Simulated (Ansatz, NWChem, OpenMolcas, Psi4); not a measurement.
Computed against measured: atomisation enthalpy at 298 K

8 molecules with halogens; the atomisation enthalpy at 298 K in kJ/mol, computed less measured. Shapes, held fixed at every level: PBE0-D4/def2-TZVP. Thermal terms are harmonic and unscaled (PBE0-D4/def2-TZVP); the spin-orbit lowering of the free atoms is taken from their spectra. Programs: Ansatz 0.2.0, NWChem 7.3.0, OpenMolcas 26.06, Psi4 1.11. A level may come from different programs for different species; with the same settings they agree closely. Measured values: Active Thermochemical Tables, NIST-JANAF tables.

Levels: A = HF/STO-3G; B = SVWN5/aug-cc-pVDZ; C = BLYP/aug-cc-pVDZ; D = B3LYP/aug-cc-pVDZ.

```
                     molecule  from tabulated heats     A     B    C    D
       BBrF2 (SMILES FB(F)Br)                  1661  -329  +250  -66  -78
      BF3 (boron trifluoride)                  1944  -515  +264  -71  -90
     CH2Cl2 (dichloromethane)                  1490  -256  +231  -68  -62
      CH2F2 (difluoromethane)                  1763  -466  +306  -29  -41
CHBrF2 (bromodifluoromethane)                  1630  -517  +358  -33  -56
 C2H2F2 (vinylidene fluoride)                  2361  -613  +445  -21  -41
       C2H3Br (vinyl bromide)                  2126  -291  +294  -61  -57
           C2H5F (SMILES CCF)                  2876  -300  +377  -71  -54
```

(1) Sum up the errors.

Answers

(1) 
| level | kind | mean error | mean absolute error | worst case |
| --- | --- | --- | --- | --- |
| HF/STO-3G | Hartree–Fock | -410.9 | 410.9 | C2H2F2 |
| SVWN5/aug-cc-pVDZ | LDA | +315.6 | 315.6 | C2H2F2 |
| BLYP/aug-cc-pVDZ | GGA | -52.5 | 52.5 | BF3 |
| B3LYP/aug-cc-pVDZ | global hybrid | -59.9 | 59.9 | BF3 |

On this set BLYP/aug-cc-pVDZ has the smallest mean absolute error and HF/STO-3G the largest. HF/STO-3G is too low in 8 of 8; SVWN5/aug-cc-pVDZ is too high in 8 of 8; BLYP/aug-cc-pVDZ is too low in 8 of 8; B3LYP/aug-cc-pVDZ is too low in 8 of 8. Heats of the atoms come from ATcT where it has them, that of boron, 570 kJ/mol, from recent work. The levels differ in basis as well as in method. The tabulated values of BBrF2, C2H2F2 are in doubt (older tables, estimates, or at odds with other calculations) and kept here. Over the 6 molecules whose values aren't doubted the mean absolute errors are A 390.8; B 305.0; C 55.5; D 60.0. A functional in a double-zeta set wins here by errors that cancel. Hartree–Fock lacks correlation and underbinds. Relativity is left out for Br. The set is small.

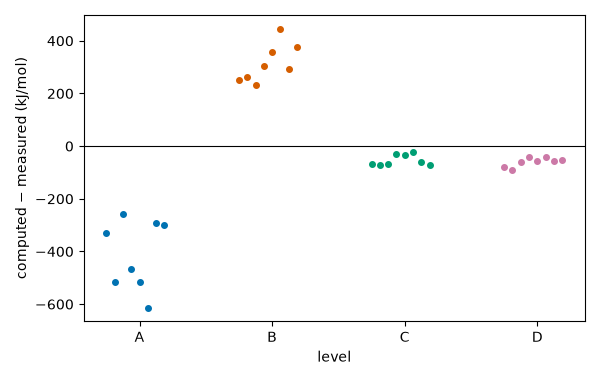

Errors of each level, one point a molecule.
